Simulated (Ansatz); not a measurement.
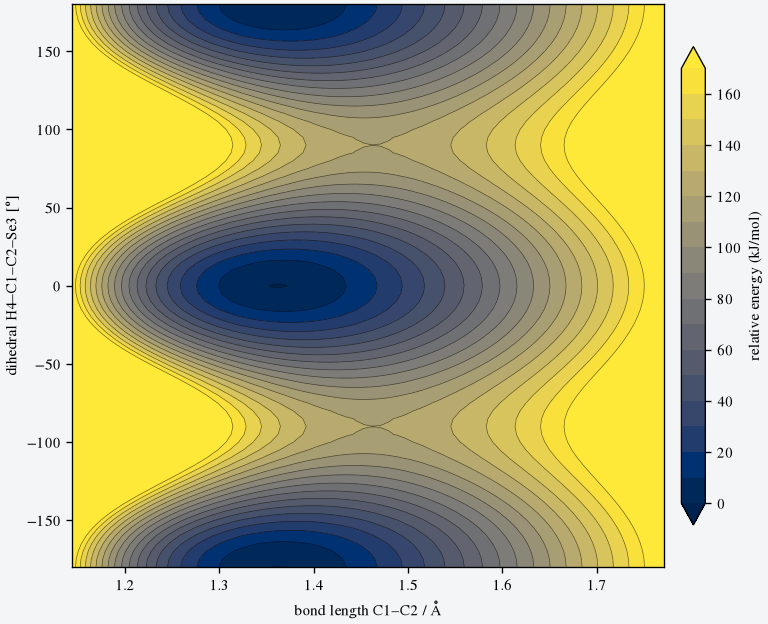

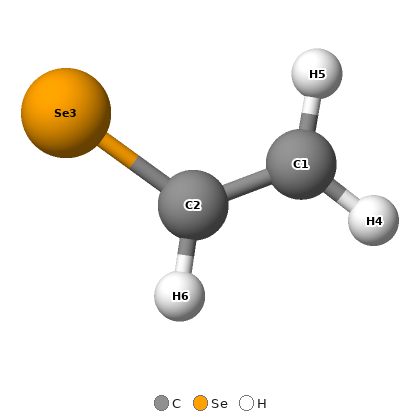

Energy landscape of C2H3Se, SMILES C=C[Se], spin multiplicity 2. First axis: bond length C1–C2. Second axis: dihedral H4–C1–C2–Se3. Nothing is relaxed (all other coordinates rigid). Grid: 15 × 15 points; 120 points were computed and 105 follow by symmetry. Energies are in kJ/mol, from the lowest grid point. In part of the range the unrestricted reference is strongly spin-contaminated. Theory: UHF/def2-SVP in Ansatz 0.2.0.

In the figure: filled contours, one colour for all values above the top of the scale. Between grid points the surface is interpolated. The second picture is the structure at the lowest point.

Q: Summarise what can be read from the map.

A: The lowest grid point is at bond length C1–C2 = 1.368 Å, dihedral H4–C1–C2–Se3 = −180°; the map holds 2 wells of about this depth. The highest grid point, bond length C1–C2 = 1.144 Å, dihedral H4–C1–C2–Se3 = −84°, lies 435 kJ/mol above the lowest. On the interpolated surface the easiest way out of the lowest well to a well of about the same depth near bond length C1–C2 = 1.368 Å, dihedral H4–C1–C2–Se3 = −12° passes a barrier of about 120 kJ/mol. Round the minimum the two coordinates are nearly uncoupled.

The whole map (120 points run) took 12 min on 1 thread of Arm Neoverse V2, with other jobs on the host.
